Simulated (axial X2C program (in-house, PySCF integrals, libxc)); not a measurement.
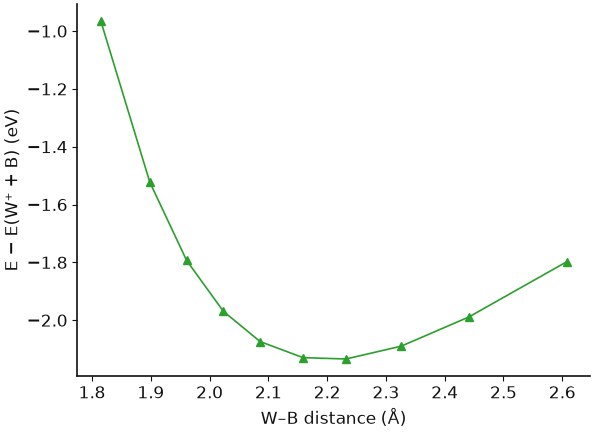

Figure 1. Energy at 10 bond lengths, for one set of occupations held fixed; the line joins the points. A polynomial of degree 6 through 9 points gives rₑ = 2.202 Å, ωₑ = 446.7 cm⁻¹, ωₑxₑ = 4.2 cm⁻¹ and Bₑ = 0.3346 cm⁻¹. The minimum lies 2.14 eV below W⁺ + B, each computed as one determinant at the same level.

# Run report: WB⁺, relativistic diatomic calculation

- system: WB⁺, single determinant with M_S = 3 and |Λ| = 0.
- method: HF, spin-free X2C-1e, W dyall-cv3z, B dyall-v3z (cores contracted) (axial X2C program (in-house, PySCF integrals, libxc))

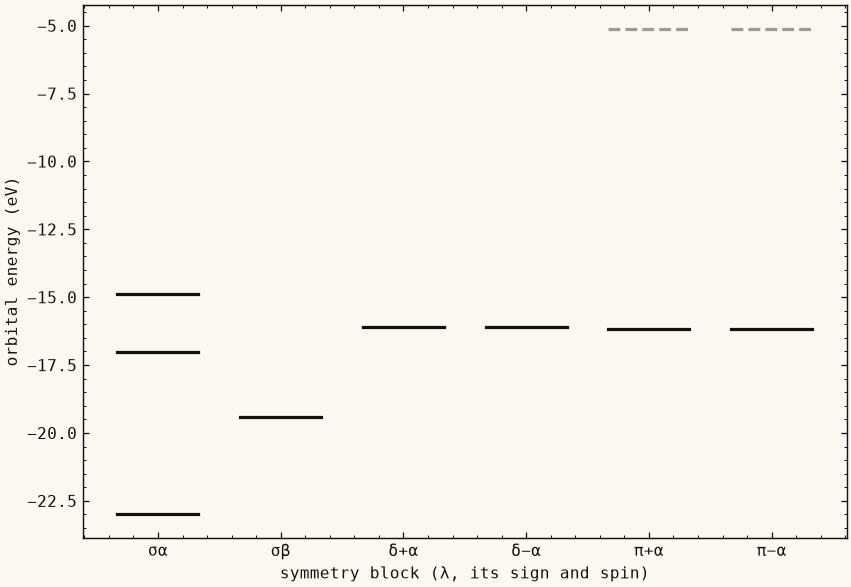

Figure 2. Orbital energies near the frontier at 2.09 Å, filled (solid) and empty (dashed); a label such as π−α means λ = −1 and α spin. The highest filled orbital (σα; 47 % W s, 29 % W d) lies at −14.88 eV, the lowest empty one (π+α; 46 % W p, 39 % B p) at −5.12 eV.

These pictures come from the run below.

**Input file**
```
{"zs": [74, 5], "q": 1, "bas": ["dyall-cv3z", "dyall-v3z"], "levels": ["PBE0", "HF", "TPSS"], "cc": true, "r0": 2.22, "thr": -1.0, "nmax": 90, "npts": 10, "nst": 2, "ntry": 6}
```

The line is the task of a batch: nuclear charges, charge, bases, the levels to run, a first guess of the distance and further settings. This report covers HF without spin-orbit coupling. The log is that of the reference distance 2.086 Å.

Launched within a batch (the task file carries these settings):
```bash
python <driver script> task.json out
```

**The program's output**
```
spin-free X2C-1e  HF
basis functions 227  fitting functions 1157  grid points 5080
iter        total energy     max residual
   1     -16162.761743305     9.89e-01
   2     -16162.803898777     2.07e-02
   3     -16162.806084107     2.42e-02
   4     -16162.809210770     4.30e-03
   5     -16162.810075852     3.33e-03
   6     -16162.810718671     1.85e-03
   7     -16162.810937672     1.02e-03
   8     -16162.811006929     4.25e-04
   9     -16162.811026688     1.40e-04
  10     -16162.811029930     7.97e-05
  11     -16162.811030733     3.38e-05
  12     -16162.811030873     9.36e-06
  13     -16162.811030887     5.51e-06
  14     -16162.811030889     2.71e-06
  15     -16162.811030890     1.13e-06
converged
one-electron -22356.46576716  Coulomb 6427.19017281  exact exchange -327.39716618  xc functional 0.00000000  nuclear repulsion 93.86172965
correlated 8  virtual 294  natural virtual 90  E(MP2) -0.133795803  MP2 remainder -0.002648380
iter   CCSD correlation   residual
   1     -0.144777869   1.17e-01
   2     -0.152401077   6.09e-02
   3     -0.154518513   2.79e-02
   4     -0.155379027   1.40e-02
   5     -0.155612482   5.10e-03
   6     -0.155631464   1.66e-03
   7     -0.155641790   6.08e-04
   8     -0.155642785   2.11e-04
   9     -0.155642646   6.62e-05
  10     -0.155643010   2.22e-05
  11     -0.155643231   1.01e-05
  12     -0.155643302   4.15e-06
  13     -0.155643326   1.87e-06
  14     -0.155643332   8.92e-07
(T) -0.007596757095189878  T1 0.0587  D1 0.0985  max T2 0.077
```

**The points of the curve**

```
R (Å)    E (hartree)  dipole (D; origin at the first atom, positive when the second is positive)  highest filled (eV)  lowest empty (eV)
1.815  −16162.770261                                                                       −0.16               −14.87              −5.09
1.898  −16162.790779                                                                        0.06               −14.94              −5.11
1.961  −16162.800707                                                                        0.30               −14.95              −5.12
2.023  −16162.807183                                                                        0.58               −14.93              −5.12
2.086  −16162.811031                                                                        0.90               −14.88              −5.12
2.159  −16162.813076                                                                        1.28               −14.80              −5.11
2.232  −16162.813243                                                                        1.67               −14.71              −5.10
2.326  −16162.811618                                                                        2.15               −14.58              −5.07
2.441  −16162.807922                                                                        2.67               −14.43              −5.02
2.607  −16162.800893                                                                        3.28               −14.25              −4.91
```

**Summary**

- outcome: converged
- bond length rₑ: 2.202 Å
- ωₑ: 446.7 cm⁻¹
- energy at the minimum: −16162.81336 hartree
- depth below the fragments: 2.14 eV
- largest ⟨S²⟩ along the curve: 12.04
- hardware: 1 thread of Arm Neoverse V1, 24 GiB of memory available, shared host
- wall time: 5.6 s
- peak memory: 0.6 GiB

**Remarks**

Hartree–Fock lacks correlation, so it usually binds too weakly.
